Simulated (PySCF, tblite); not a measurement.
**C3H12AlNS: dynamics, then NMR shifts on frames**

Aim: move C3H12AlNS (`C[NH][AlH2-][S+](C)C`) away from its starting geometry and see how NMR shifts follow the geometry.

The runs use tblite 0.8.0 and PySCF 2.14.0, with density-fitted response routines of our own; the level of theory stands in each step. All values are computed, except where a source is named. Atoms are numbered from 0 throughout.

## (1) The starting structure

18 atoms, charge 0, multiplicity 1; geometry from: GFN2-xTB.

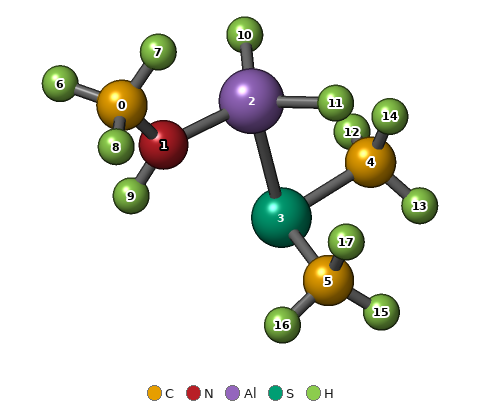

As it starts; carbon amber, nitrogen red, aluminium purple, sulfur teal, hydrogen green, atoms numbered.

## (2) A short Langevin run with GFN2-xTB

What the job is given:

```
{"job": {"kind": "md", "xc": "GFN2-xTB", "basis": "xTB", "temperature": 300, "steps": 2000, "every": 50, "frames": 5}, "charge": 0, "multiplicity": 1}
C      3.154861     0.130416     0.076551
N      1.841913     0.012091    -0.544920
Al     0.446581    -0.765497     0.264141
S     -1.254277    -0.247970    -1.450906
C     -2.502984    -1.028936    -0.402531
C     -1.438739     1.484490    -0.949760
H      3.903828    -0.493900    -0.421425
H      3.075644    -0.199046     1.112719
H      3.515817     1.164254     0.072749
H      1.901137     0.351170    -1.501476
H      0.213103    -2.303621     0.258734
H     -0.236654     0.019208     1.440054
H     -2.626662    -2.044023    -0.766022
H     -3.437813    -0.485174    -0.497066
H     -2.162771    -1.044858     0.633817
H     -2.487541     1.758826    -1.007180
H     -0.863559     2.077871    -1.653052
H     -1.050643     1.621016     0.059157
```

With the program's defaults for keys left out, this is: GFN2-xTB Langevin dynamics, gas phase.

Started as:

```sh
$ OMP_NUM_THREADS=1 python probes_run.py task.json out
```

This one command runs all jobs of the session in turn.

What it wrote:

```text
t/fs     T/K      E/eV
    0.0   254.5   -538.99669
   25.0   202.3   -538.69475
   50.0   228.0   -538.76445
   75.0   156.3   -538.51034
  100.0   226.9   -538.76213
  125.0   230.0   -538.53819
  150.0   259.1   -538.52062
  175.0   280.8   -538.51885
  200.0   251.2   -538.33695
  225.0   297.2   -538.41880
  250.0   232.9   -538.46395
  275.0   260.3   -538.50498
  300.0   251.4   -538.37783
  325.0   317.8   -538.39385
  350.0   291.0   -538.27450
  375.0   218.8   -538.19504
  400.0   292.1   -538.22454
  425.0   275.1   -538.21254
  450.0   322.7   -538.18665
  475.0   387.4   -538.26158
  500.0   248.8   -537.93540
  525.0   238.0   -538.08522
  550.0   245.9   -538.20782
  575.0   270.1   -538.29768
  600.0   249.7   -538.15136
  625.0   352.7   -538.25607
  650.0   339.1   -538.29315
  675.0   355.6   -538.32319
  700.0   157.7   -538.17593
  725.0   266.8   -538.41294
  750.0   274.6   -538.27152
  775.0   310.6   -538.37359
  800.0   237.6   -538.27544
  825.0   288.6   -538.22183
  850.0   340.4   -538.41628
  875.0   376.8   -538.46639
  900.0   272.0   -538.40329
  925.0   172.6   -538.26702
  950.0   274.6   -538.35129
  975.0   283.8   -538.25847
 1000.0   325.8   -538.36299
```

Wall time 14 s (1 thread of Arm Neoverse V1, shared host); peak memory 0.18 GiB.

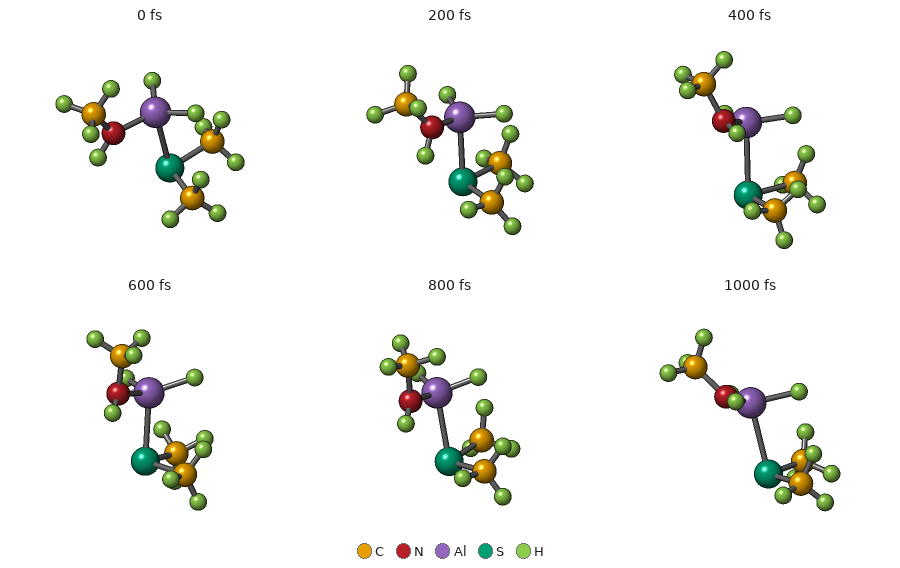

Frames of the run.

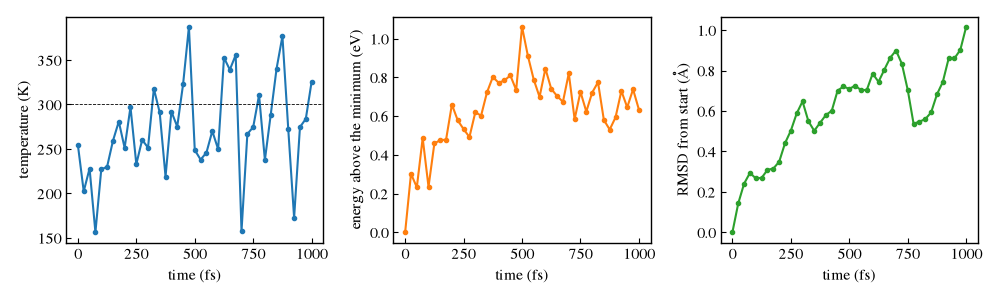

Temperature, potential energy and distance from the start.

Positions (Å) and forces (eV/Å) at 1000 fs:

```xyz
18

C     3.418   -1.667    0.236    0.735   -0.158    0.181
N     2.338   -0.695    0.229   -0.356   -0.366   -0.178
Al    0.753   -1.407   -0.288   -0.886   -0.167    0.634
S    -0.631    0.177   -1.714    0.979    0.402    0.021
C    -2.132   -0.723   -1.451   -2.101    0.506   -1.435
C    -0.825    1.558   -0.505   -0.212   -1.461    0.726
H     3.108   -2.491   -0.393    0.043   -0.165   -0.492
H     3.622   -2.144    1.198   -0.260    0.201    0.459
H     4.421   -1.300   -0.084   -0.697    0.152   -0.211
H     2.532    0.094    0.823    0.205    0.251    0.054
H     0.643   -2.647   -1.242    0.148    0.247   -0.118
H    -0.535   -1.467    0.803    0.709    0.218   -0.393
H    -2.564   -0.944   -2.460    0.357    0.419    0.378
H    -2.838   -0.012   -0.984    0.283   -0.638    0.033
H    -2.151   -1.696   -1.010    0.716   -0.296    0.963
H    -0.773    1.038    0.479    0.206    0.635   -0.397
H    -1.811    1.999   -0.597    0.092    0.154   -0.263
H    -0.021    2.257   -0.663    0.040    0.068    0.038
```

## (3) Nuclear shieldings: 250 fs, PBE0/pcSseg-1

What the job is given:

```
{"job": {"kind": "nmr", "xc": "PBE0", "basis": "pcSseg-1", "pop": false}, "charge": 0, "multiplicity": 1}
C      2.925800    -0.561000     0.866300
N      1.632100    -0.110100     0.330900
Al     0.263500    -1.315200     0.317600
S     -0.966700    -0.176000    -1.635400
C     -2.594900    -0.915000    -1.242900
C     -1.112600     1.267500    -0.552100
H      3.741900    -0.280100     0.248600
H      2.892900    -1.672900     0.963400
H      3.029400    -0.111500     1.872100
H      1.648600     0.826200     0.086300
H      0.638900    -2.707300    -0.301200
H     -0.992600    -1.298600     1.412400
H     -2.816200    -1.874700    -1.810200
H     -3.295400    -0.179700    -1.620400
H     -2.733600    -1.172700    -0.205100
H     -2.019300     1.648800    -0.900900
H     -0.309700     1.931900    -0.752300
H     -1.152300     0.945200     0.512900
```

Level: GIAO PBE0/pcSseg-1 NMR shielding, non-relativistic, gas phase.

What it wrote:

```text
coarse grid: 15008 points
cycle   1  E = -816.2858031781  dE =  1.947e-01  |g| = 5.045e-01  |ddm| = 3.583e+00
cycle   2  E = -816.2280883200  dE =  5.771e-02  |g| = 7.203e-01  |ddm| = 1.390e+00
cycle   3  E = -816.3467550914  dE = -1.187e-01  |g| = 7.505e-02  |ddm| = 9.332e-01
cycle   4  E = -816.3479483423  dE = -1.193e-03  |g| = 2.467e-02  |ddm| = 8.804e-02
cycle   5  E = -816.3480807318  dE = -1.324e-04  |g| = 7.958e-03  |ddm| = 2.409e-02
cycle   6  E = -816.3480964049  dE = -1.567e-05  |g| = 1.478e-03  |ddm| = 8.789e-03
cycle   7  E = -816.3480969623  dE = -5.574e-07  |g| = 3.795e-04  |ddm| = 2.117e-03
final grid: 132720 points
cycle   8  E = -816.3834500247  dE = -3.106e-05  |g| = 9.626e-03  |ddm| = 2.672e-02
cycle   9  E = -816.3834357068  dE =  1.432e-05  |g| = 1.237e-02  |ddm| = 1.851e-02
cycle  10  E = -816.3834719948  dE = -3.629e-05  |g| = 9.830e-04  |ddm| = 1.119e-02
cycle  11  E = -816.3834721975  dE = -2.028e-07  |g| = 2.361e-04  |ddm| = 1.009e-03
cycle  12  E = -816.3834722090  dE = -1.150e-08  |g| = 6.590e-05  |ddm| = 2.624e-04
cycle  13  E = -816.3834722101  dE = -1.087e-09  |g| = 2.037e-05  |ddm| = 1.027e-04
cycle  14  E = -816.3834722102  dE = -9.959e-11  |g| = 3.931e-06  |ddm| = 2.188e-05
converged SCF energy = -816.3834722102

GIAO shielding tensors (ppm)
atom      isotropic    diamagn.    paramagn.     s11        s22        s33       span
  0 C      151.619     240.714     -89.095    129.069    143.500    182.288     53.219
  1 N      252.380     325.378     -72.998    220.044    262.500    274.597     54.553
  2 Al     412.863     796.339    -383.477    374.614    404.125    459.850     85.236
  3 S      612.190    1060.121    -447.931    441.781    612.240    782.550    340.769
  4 C      161.369     249.814     -88.445    133.471    162.000    188.636     55.165
  5 C      162.968     254.109     -91.140    143.608    161.641    183.656     40.047
  6 H       29.383      27.993       1.390     24.229     27.101     36.819     12.590
  7 H       28.360      27.518       0.842     24.185     27.150     33.743      9.558
  8 H       28.026      26.848       1.178     21.534     26.572     35.972     14.438
  9 H       33.606      38.628      -5.021     23.616     35.009     42.194     18.578
 10 H       26.988      30.694      -3.707     24.185     24.906     31.873      7.688
 11 H       26.590      30.484      -3.894     23.567     26.173     30.031      6.464
 12 H       28.527      27.401       1.125     24.141     24.733     36.706     12.564
 13 H       29.764      29.146       0.617     24.106     27.195     37.990     13.885
 14 H       29.059      30.954      -1.895     23.617     28.354     35.207     11.589
 15 H       30.538      32.778      -2.241     24.279     28.729     38.605     14.326
 16 H       30.198      33.390      -3.192     25.639     27.606     37.348     11.709
 17 H       28.309      32.105      -3.796     24.050     27.426     33.452      9.402
```

Run time: 25 s. Hardware: 1 thread of Arm Neoverse V1, shared host; peak memory 0.81 GiB.

The references, computed at this level on geometries of the same kind, shield at (ppm): ¹H TMS 31.72, ¹³C TMS 186.9, ¹⁵N NH3 267.7, ³³S CS2 504, ²⁷Al AlH4- 490.0. Their shielding less the atom's gives the shift. The references are single molecules in the gas phase, so shifts against H2O, NH3, PH3, H3PO4 or CFCl3 are not on the usual liquid scales and can be off by tens of ppm. Shifts against hydride references such as AlH4− lie on their own scale. Each atom is listed at this fixed geometry, with no averaging over motion; a spectrum would average atoms that exchange fast.

| atoms | environment | σ (ppm) | δ (ppm) |
| --- | --- | --- | --- |
| C0 | methyl carbon bonded to N | 151.6 | 35.3 |
| C4 | methyl carbon bonded to S | 161.4 | 25.6 |
| C5 | methyl carbon bonded to S | 163.0 | 24.0 |
| H11 | hydrogen on an aluminium bonded to N, S | 26.59 | 5.13 |
| H10 | hydrogen on an aluminium bonded to N, S | 26.99 | 4.73 |
| H8 | hydrogen on a methyl carbon bonded to N | 28.03 | 3.69 |
| H17 | hydrogen on a methyl carbon bonded to S | 28.31 | 3.41 |
| H7 | hydrogen on a methyl carbon bonded to N | 28.36 | 3.36 |
| H12 | hydrogen on a methyl carbon bonded to S | 28.53 | 3.19 |
| H14 | hydrogen on a methyl carbon bonded to S | 29.06 | 2.66 |
| H6 | hydrogen on a methyl carbon bonded to N | 29.38 | 2.33 |
| H13 | hydrogen on a methyl carbon bonded to S | 29.76 | 1.95 |
| H16 | hydrogen on a methyl carbon bonded to S | 30.20 | 1.52 |
| H15 | hydrogen on a methyl carbon bonded to S | 30.54 | 1.18 |
| H9 | hydrogen on a nitrogen bonded to C, Al | 33.61 | -1.89 |
| N1 | nitrogen bonded to C, Al, H | 252.4 | 15.3 |
| Al2 | aluminium bonded to N, S, 2 H | 412.9 | 77.1 |
| S3 | sulfur bonded to 2 C, Al | 612 | -108 |

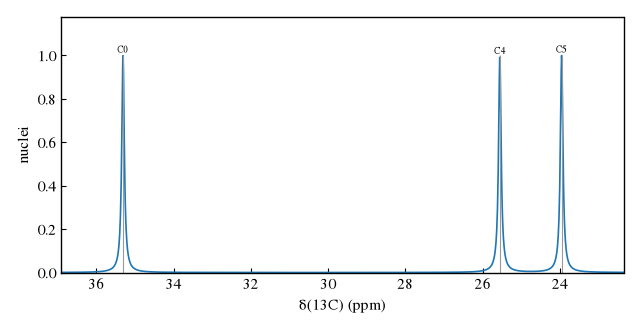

¹³C lines at the computed shifts, without couplings. Lines are broadened to a width of 0.08 ppm (Lorentzian).

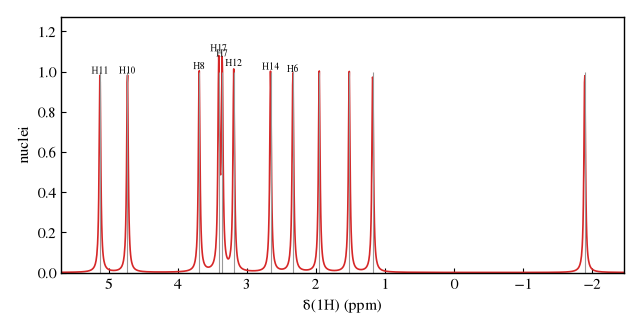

¹H lines at the computed shifts, without couplings. Lines are broadened to a width of 0.03 ppm (Lorentzian).

## (4) Nuclear shieldings: 425 fs, PBE0/pcSseg-1

What the job is given:

```
{"job": {"kind": "nmr", "xc": "PBE0", "basis": "pcSseg-1", "pop": false}, "charge": 0, "multiplicity": 1}
C      3.212000    -1.452900     1.252400
N      2.084100    -0.771700     0.665700
Al     0.624500    -1.577900     0.190600
S     -0.522000    -0.056700    -1.732600
C     -2.072400    -0.704500    -1.317300
C     -0.536400     1.568300    -0.859500
H      3.124000    -2.516900     0.883900
H      3.143200    -1.443500     2.361300
H      4.172000    -1.033400     1.015800
H      2.329200     0.206800     0.350800
H      0.939000    -2.694400    -0.878800
H     -0.530600    -1.657300     1.185200
H     -2.284900    -1.494200    -2.066600
H     -2.779300     0.155800    -1.307200
H     -2.013300    -1.113000    -0.281700
H     -1.262800     2.223700    -1.370300
H      0.444600     1.910800    -1.063900
H     -0.871400     1.339500     0.179400
```

Level: GIAO PBE0/pcSseg-1 NMR shielding, non-relativistic, gas phase.

What it wrote:

```text
coarse grid: 15008 points
cycle   1  E = -816.2727084408  dE =  2.255e-01  |g| = 5.077e-01  |ddm| = 3.590e+00
cycle   2  E = -816.2213897727  dE =  5.132e-02  |g| = 7.090e-01  |ddm| = 1.535e+00
cycle   3  E = -816.3356440128  dE = -1.143e-01  |g| = 6.984e-02  |ddm| = 1.016e+00
cycle   4  E = -816.3366949034  dE = -1.051e-03  |g| = 2.025e-02  |ddm| = 8.434e-02
cycle   5  E = -816.3367830402  dE = -8.814e-05  |g| = 7.073e-03  |ddm| = 2.023e-02
cycle   6  E = -816.3367951663  dE = -1.213e-05  |g| = 1.329e-03  |ddm| = 7.178e-03
cycle   7  E = -816.3367956148  dE = -4.486e-07  |g| = 2.745e-04  |ddm| = 1.783e-03
final grid: 132720 points
cycle   8  E = -816.3721013451  dE = -2.762e-05  |g| = 8.773e-03  |ddm| = 2.396e-02
cycle   9  E = -816.3720897616  dE =  1.158e-05  |g| = 1.124e-02  |ddm| = 1.773e-02
cycle  10  E = -816.3721199190  dE = -3.016e-05  |g| = 8.487e-04  |ddm| = 1.043e-02
cycle  11  E = -816.3721200674  dE = -1.484e-07  |g| = 2.102e-04  |ddm| = 9.495e-04
cycle  12  E = -816.3721200764  dE = -9.021e-09  |g| = 5.419e-05  |ddm| = 2.344e-04
cycle  13  E = -816.3721200772  dE = -7.742e-10  |g| = 1.437e-05  |ddm| = 8.562e-05
converged SCF energy = -816.3721200772

GIAO shielding tensors (ppm)
atom      isotropic    diamagn.    paramagn.     s11        s22        s33       span
  0 C      153.569     238.232     -84.663    125.516    150.537    184.653     59.138
  1 N      255.275     327.440     -72.165    210.925    255.488    299.413     88.488
  2 Al     387.474     797.620    -410.146    337.705    387.495    437.223     99.518
  3 S      611.219    1060.956    -449.738    458.243    606.234    769.178    310.935
  4 C      167.935     256.562     -88.627    153.988    165.631    184.187     30.200
  5 C      158.809     254.447     -95.638    140.084    154.147    182.195     42.111
  6 H       27.709      25.832       1.877     22.790     26.356     33.981     11.191
  7 H       28.198      26.248       1.950     22.133     26.647     35.813     13.680
  8 H       29.114      26.685       2.429     24.522     26.980     35.838     11.316
  9 H       31.261      34.833      -3.572     21.572     32.533     39.677     18.105
 10 H       26.788      30.835      -4.047     23.861     25.394     31.109      7.248
 11 H       27.453      31.598      -4.145     23.885     26.834     31.639      7.754
 12 H       28.665      29.128      -0.463     23.421     25.523     37.051     13.629
 13 H       29.379      29.731      -0.353     24.011     27.374     36.751     12.740
 14 H       27.502      31.010      -3.509     20.959     27.778     33.769     12.809
 15 H       29.160      30.139      -0.979     24.076     26.989     36.414     12.338
 16 H       29.929      33.469      -3.541     24.661     27.686     37.439     12.778
 17 H       28.555      32.461      -3.906     23.716     27.597     34.351     10.635
```

It took 23 s on 1 thread of Arm Neoverse V1, shared host; peak memory 0.82 GiB.

In short: δ C0 33.4, C5 28.1, C4 19.0, N1 12.5, H10 4.93, H11 4.26 ppm.

[end of part 1 of 2]
